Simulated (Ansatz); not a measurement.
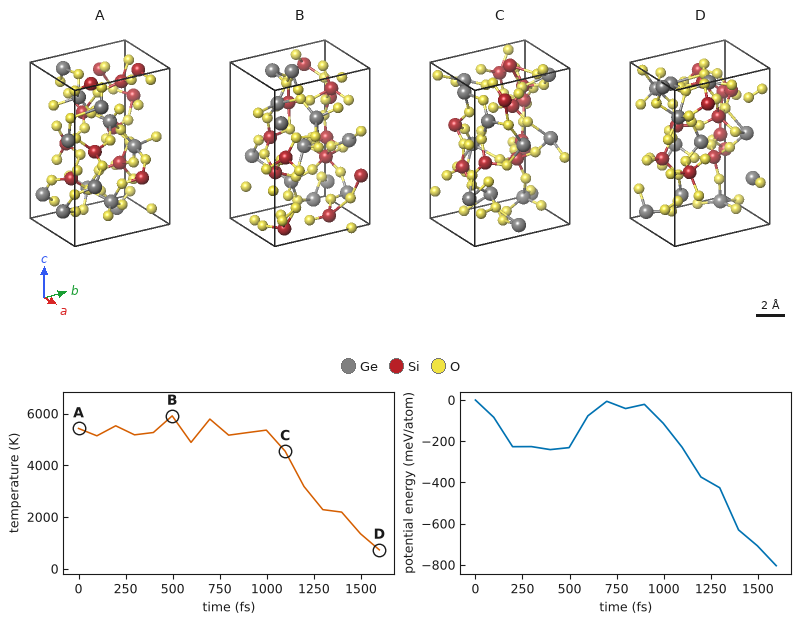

First-principles dynamics of an amorphous cell of composition Ge12Si12O48 (72 atoms in the cell), 1.60 ps long. Frames (A at 0 fs, B at 498 fs, C at 1.10 ps, D at 1.60 ps) and the history of the run. A ball-and-stick model of the simulation cell, seen slightly off an axis. Atoms that leave the cell re-enter on the other side. Bonds to atoms that aren't drawn are left out.

The calculation used Ansatz, DFT, PBEsol, PAW, plane waves. Set-up: plane-wave cutoff 420 eV; k-point mesh 1 × 1 × 1; Fermi-Dirac smearing 0.01 eV; Langevin thermostat (NVT); set temperature 5500 K, then 5500 K at the end of 300 steps, then to 300 K over 350 steps; time step 2.5 fs.

**Describe the run.**

Under the programmed temperature the kinetic temperature goes from 5281 K (first eighth) to 1043 K (last eighth), with a peak of 5909 K. That is well off the final set point of 300 K. The potential energy in the second half lies on average 372 meV per atom below the first frame. Root-mean-square distances from the starting positions over the second half, with the common drift of all atoms taken out: O 2.84 Å, Ge 2.54 Å, Si 1.98 Å. That is a large part of the typical shortest distance between atoms in the first frame, about 1.6 Å and still growing: the atoms leave their places as in a liquid.

Limits of the set-up: the program's low-accuracy preset was used.

Cost: 8.3 min on 1 × NVIDIA GB300 Max-Q with 8 threads of Arm Neoverse-V2, peak memory 1.9 GiB.
